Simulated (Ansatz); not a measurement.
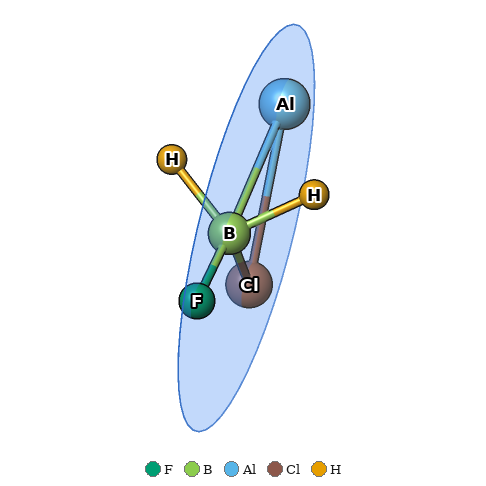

All proper rotation axes (lines) and mirror planes (discs) of the structure are drawn in. Distant atoms are faded towards the background colour. Computed geometry: PBE-D4/def2-SVP optimisation. No frequency run is at hand to confirm it as a minimum.

Q: Name the symmetry elements and the point group.

A: It has 1 mirror plane. Point group Cs. The group has 2 operations. The geometry is achiral, and symmetry allows a dipole moment.
